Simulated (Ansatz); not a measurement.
# triplet SiHClO at 6 levels

We compute a comparison of 6 runs (U-r2SCAN/STO-3G, U-revPBE/STO-3G, U-wB97M-V/STO-3G, U-wB97X/STO-3G, UPBE/STO-3G, RPA@PBE/STO-3G) of triplet SiHClO. 

The results are computed with Ansatz 0.2.0.

82 further runs of the same task are left out: 1 that didn't finish, 81 set aside as unsound or not needed.

## Step 1: Starting point

SiHClO: 4 atoms, total charge 0, spin state triplet. SMILES of the parent species: `O[Si]Cl`. The shape is that of a PBE0-D4/def2-TZVP optimisation. That shape belongs to the parent species and isn't relaxed for this state.

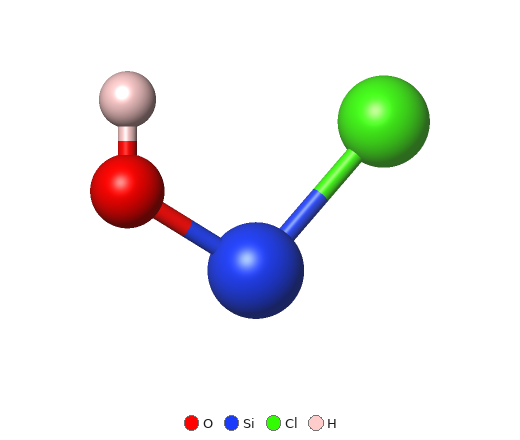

The structure, seen from a chosen angle (oxygen red, silicon blue, chlorine green, hydrogen pink).

## Step 2: The energy at U-r2SCAN/STO-3G (run 1)

The input, input.yaml:

```yaml
crystal:
  periodic: [false, false, false]
  atoms:
    - {symbol: O, position_ang: [-0.911800, 0.450200, -0.308700]}
    - {symbol: Si, position_ang: [-0.434200, -0.789700, 0.647000]}
    - {symbol: Cl, position_ang: [1.662300, -0.701000, 0.421400]}
    - {symbol: H, position_ang: [-0.260800, 0.980400, -0.780000]}
basis:
  gaussian: {orbitals: STO-3G}
magnetization: {spin_polarized: true, initial_magnetization: 2}
hamiltonian: {xc: r2scan}
accuracy: high
```

Launch:

```bash
$ ansatz run input.yaml --threads 1 --pin off --max-ram 2610MiB --events-out events.jsonl --progress --plain --runs-dir runs
```

What it wrote:

```text
Warning: RAYON_NUM_THREADS=1 ignored (pool sized by the plan → 1); use --threads N
Functional definition: r2SCAN
  name "r2SCAN"
  parameter k0 = 0.174
  parameter k1 = 0.065
  parameter a1 = 4.9479
  exchange = r2scan_x(k0 = k0, k1 = k1, a1 = a1)
  correlation = r2scan_c
433 factors; integrals over basis functions are off by at most 3.0e-8 eV
mean field evaluation 1: about -22201.5472 eV, gradient 1.3e1 eV
mean field evaluation 2: about -22190.4899 eV, gradient 3.9e1 eV
mean field evaluation 4: about -22202.9064 eV, gradient 2.0e0 eV
mean field evaluation 8: about -22202.9383 eV, gradient 1.8e-2 eV
mean field evaluation 16: about -22202.9383 eV, gradient 6.5e-7 eV
mean field evaluation 32: about -22202.7028 eV, gradient 5.2e0 eV
mean field -22202.93828509 eV, -815.9429322851 hartree, gradient 5.9e-8 eV, S^2 2.001204; 4 other end points of the search recorded, 0 dependent functions left out
reference -22202.93828579 eV, -815.9429323107 hartree; 21, 19 occupied and 3, 5 virtual orbitals, 433 factors
Total energy: -22202.93828579 eV, -815.9429323107 hartree
```

It took 6.3 s on 1 thread of Arm Neoverse V1, shared host; peak memory 0.24 GiB.

## Step 3: The energy at U-revPBE/STO-3G (run 2)

Changes to input.yaml since step 2:

```diff
@@ -8,5 +8,9 @@
 basis:
-  gaussian: {orbitals: STO-3G}
-magnetization: {spin_polarized: true, initial_magnetization: 2}
-hamiltonian: {xc: r2scan}
+  gaussian:
+    orbitals: STO-3G
+magnetization:
+  spin_polarized: true
+  initial_magnetization: 2
+hamiltonian:
+  xc: {name: revPBE}
 accuracy: high
```

Launch:

```bash
$ ansatz run input.yaml --threads 1 --pin off --max-ram 2610MiB --events-out events.jsonl --progress --plain --runs-dir runs
```

What it wrote:

```text
Warning: RAYON_NUM_THREADS=1 ignored (pool sized by the plan → 1); use --threads N
Functional definition: revPBE
  name "revPBE"
  parameter kappa = 1.245
  parameter beta = 0.06672455060314922
  exchange = pbe_x(kappa = kappa, mu = beta*pi^2/3)
  correlation = pbe_c(beta = beta)
433 factors; integrals over basis functions are off by at most 3.0e-8 eV
mean field evaluation 1: about -22198.1770 eV, gradient 1.3e1 eV
mean field evaluation 2: about -22184.1114 eV, gradient 4.5e1 eV
mean field evaluation 4: about -22199.6553 eV, gradient 2.3e0 eV
mean field evaluation 8: about -22199.7064 eV, gradient 2.2e-2 eV
mean field evaluation 16: about -22199.7064 eV, gradient 6.3e-7 eV
mean field evaluation 32: about -22199.2815 eV, gradient 1.6e0 eV
mean field -22199.70643272 eV, -815.8241639010 hartree, gradient 5.8e-8 eV, S^2 2.001056; 4 other end points of the search recorded, 0 dependent functions left out
reference -22199.70643501 eV, -815.8241639851 hartree; 21, 19 occupied and 3, 5 virtual orbitals, 433 factors
Total energy: -22199.70643501 eV, -815.8241639851 hartree
```

Wall time 2.4 s (1 thread of Arm Neoverse V1, shared host); peak memory 0.13 GiB.

Runs 3 to 4 aren't shown in full; the table further down has their settings and results.

## Step 4: A single-point energy at UPBE/STO-3G (run 5)

The input, input.yaml:

```yaml
basis:
  gaussian: {orbitals: STO-3G}
crystal:
  periodic: [false, false, false]
  atoms:
    - {symbol: O, position_ang: [-0.911800, 0.450200, -0.308700]}
    - {symbol: Si, position_ang: [-0.434200, -0.789700, 0.647000]}
    - {symbol: Cl, position_ang: [1.662300, -0.701000, 0.421400]}
    - {symbol: H, position_ang: [-0.260800, 0.980400, -0.780000]}
hamiltonian: {xc: {name: PBE}}
accuracy: high
magnetization: {spin_polarized: true, initial_magnetization: 2}
```

Launch:

```bash
$ ansatz run input.yaml --threads 1 --pin off --max-ram 2610MiB --events-out events.jsonl --progress --plain --runs-dir runs
```

What it wrote:

```text
Warning: RAYON_NUM_THREADS=1 ignored (pool sized by the plan → 1); use --threads N
Functional definition: PBE
  name "PBE"
  parameter kappa = 0.804
[... 3 set-up lines as earlier in the session ...]
433 factors; integrals over basis functions are off by at most 3.0e-8 eV
mean field evaluation 1: about -22190.6034 eV, gradient 1.4e1 eV
mean field evaluation 2: about -22175.9138 eV, gradient 4.6e1 eV
mean field evaluation 4: about -22192.1112 eV, gradient 2.4e0 eV
mean field evaluation 8: about -22192.1676 eV, gradient 2.3e-2 eV
mean field evaluation 16: about -22192.1676 eV, gradient 4.9e-7 eV
mean field evaluation 32: about -22190.6971 eV, gradient 4.7e0 eV
mean field -22192.16756094 eV, -815.5471154731 hartree, gradient 6.1e-8 eV, S^2 2.000941; 4 other end points of the search recorded, 0 dependent functions left out
reference -22192.16756278 eV, -815.5471155407 hartree; 21, 19 occupied and 3, 5 virtual orbitals, 433 factors
Total energy: -22192.16756278 eV, -815.5471155407 hartree
```

It took 2.6 s on 1 thread of Arm Neoverse V1, shared host; peak memory 0.13 GiB.

## Step 5: The energy at RPA@PBE/STO-3G (run 6)

The input, in.yaml:

```yaml
crystal:
  periodic: [false, false, false]
  atoms:
    - symbol: O
      position_ang: [-0.911800, 0.450200, -0.308700]
    - symbol: Si
      position_ang: [-0.434200, -0.789700, 0.647000]
    - symbol: Cl
      position_ang: [1.662300, -0.701000, 0.421400]
    - symbol: H
      position_ang: [-0.260800, 0.980400, -0.780000]
basis:
  gaussian: {orbitals: STO-3G}
hamiltonian: {xc: pbe}
accuracy: high
magnetization: {spin_polarized: true, initial_magnetization: 2}
correlation: {method: rpa, frozen_orbitals: {Cl: 5, H: 0, O: 1, Si: 5}}
```

Launch:

```bash
$ ansatz run in.yaml --threads 1 --pin off --max-ram 2610MiB --events-out events.jsonl --progress --plain --runs-dir runs
```

What it wrote, shortened:

```text
Warning: RAYON_NUM_THREADS=1 ignored (pool sized by the plan → 1); use --threads N
[... 2 set-up lines as earlier in the session ...]
[...]
433 factors; integrals over basis functions are off by at most 3.0e-8 eV
[...]
mean field -22192.16756094 eV, -815.5471154731 hartree, gradient 1.3e-8 eV, S^2 2.000941; 6 other end points of the search recorded, 0 dependent functions left out
11 core orbitals not correlated: weight in the atoms' cores, before any rotation towards them, 0.999 or more for the frozen orbitals, at most 0.000 for the correlated occupied ones
reference -22164.13112266 eV, -814.5167953703 hartree; 10, 8 occupied and 3, 5 virtual orbitals, 433 factors
Total energy: -22168.12729700 eV, -814.6636520683 hartree
```

It took 3.9 s on 1 thread of Arm Neoverse V1, shared host; peak memory 0.14 GiB.

## Step 6: Overview of the runs

```csv
run,level,frozen core orbitals,energy (Eh),⟨S²⟩,wall time
1,U-r2SCAN/STO-3G,–,-815.942932,2.001,6.3 s
2,U-revPBE/STO-3G,–,-815.824164,2.001,2.4 s
3,U-wB97M-V/STO-3G,–,-816.064402,2.001,36 s
4,U-wB97X/STO-3G,–,-815.979343,2.001,13 s
5,UPBE/STO-3G,–,-815.547116,2.001,2.6 s
6,RPA@PBE/STO-3G,11,-814.663652,2.001,3.9 s
```

## Step 7: Results

```
                                quantity          value
                     run 6: total energy  -814.66365 Eh
 run 6: RPA correlation energy (valence)     -146.9 mEh
run 6: ⟨S²⟩ of the reference determinant          2.001
```

**Reading.** Totals of different functionals can't be ranked against each other. In runs 1, 2, 3, 4, 5, 6 the basis is minimal, so the values are rough. All runs together took 64 s, the longest 36 s.
